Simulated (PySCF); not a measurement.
# NOF (nitrosyl fluoride) at M06-2X/STO-6G

Aim: the vertical ionisation energy of NOF (nitrosyl fluoride) at M06-2X/STO-6G, from 2 runs. The job is set up through a Python script.

The calculation is run with PySCF 2.14.0.

13 further runs of the same task are left out: 4 that didn't finish, 9 set aside as unsound or not needed.

## (1) Starting point

The species is NOF (3 atoms), meant as a singlet with charge 0. As SMILES, `O=NF`. Geometry: relaxed at PBE0-D4/def2-TZVP.

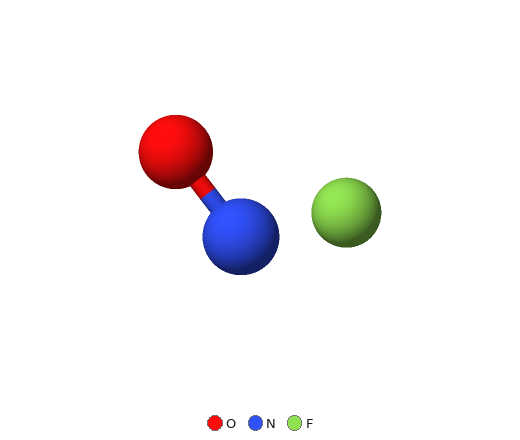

Viewed from a chosen angle; oxygen red, nitrogen blue, fluorine green.

## (2) A single-point energy at M06-2X/STO-6G

File input.py:

```python
from pyscf import gto, dft

mol = gto.M(
    atom=[
    ('O', (0.868350, 0.242970, 0.504740)),
    ('N', (0.148930, -0.482540, 0.029910)),
    ('F', (-1.017290, 0.239580, -0.534650)),
],
    basis='sto-6g',
    charge=0,
    max_memory=1860,
    verbose=3,
)

calc0 = dft.RKS(mol)
calc0.xc = 'm06-2x'
calc0.grids.level = 5
calc0.conv_tol = 1e-10
calc0.kernel()
if not calc0.converged:
    calc0 = calc0.newton().run(calc0.mo_coeff, calc0.mo_occ)

e_final = calc0.e_tot
print('Final energy', e_final)
```

The run is started by

```
$ OMP_NUM_THREADS=1 python input.py
```

Standard output:

```text
converged SCF energy = -228.589320124707
Final energy -228.58932012470711
```

Run time: 2.9 s. Hardware: 1 thread of Arm Neoverse V1, shared host; peak memory 0.18 GiB.

## (3) The doublet cation, same level

File input.py:

```python
from pyscf import gto, dft

molecule = gto.M(
    atom='''
O        0.868350       0.242970       0.504740
N        0.148930      -0.482540       0.029910
F       -1.017290       0.239580      -0.534650
''',
    max_memory=1860,
    charge=1,
    spin=1,
    basis='sto-6g',
    verbose=3,
)

mf = dft.UKS(molecule)
mf.xc = 'm06-2x'
mf.grids.level = 5
mf.conv_tol = 1e-10
mf.kernel()
if not mf.converged:
    mf = mf.newton().run(mf.mo_coeff, mf.mo_occ)

etot = mf.e_tot
print(f'total energy: {etot:.8f} hartree')
```

The run is started by

```
$ OMP_NUM_THREADS=1 python input.py
```

Standard output:

```text
converged SCF energy = -228.207459319146  <S^2> = 0.77598577  2S+1 = 2.0258191
total energy: -228.20745932 hartree
```

Wall time 6.9 s (1 thread of Arm Neoverse V1, shared host); peak memory 0.19 GiB.

## (4) Summary of results

At M06-2X/STO-6G:

| quantity | value |
| --- | --- |
| singlet NOF: total energy | -228.58932 Eh |
| singlet NOF: dipole moment | 0.35 D |
| singlet NOF: HOMO energy | -7.22 eV |
| singlet NOF: LUMO energy | 1.57 eV |
| singlet NOF: HOMO–LUMO gap | 8.79 eV |
| doublet cation: total energy | -228.20746 Eh |
| doublet cation: HOMO energy (highest over α and β) | -21.17 eV |
| doublet cation: LUMO energy (lowest over α and β) | -13.52 eV |
| doublet cation: ⟨S²⟩ | 0.776 |
| vertical ionisation energy (to the doublet cation) | 10.391 eV |

**Reading.** Removing an electron at fixed nuclei costs 10.39 eV (240 kcal/mol). The negative HOMO energy of the first species, 7.22 eV, lies 3.17 eV below that difference. In a minimal basis such a difference can be off by several eV, whatever the method. Mulliken charges (singlet NOF) run from -0.08 on F3 to +0.13 on N2; they depend strongly on the basis. Mulliken charges (doublet cation) run from +0.27 on F3 to +0.44 on N2; they depend strongly on the basis.
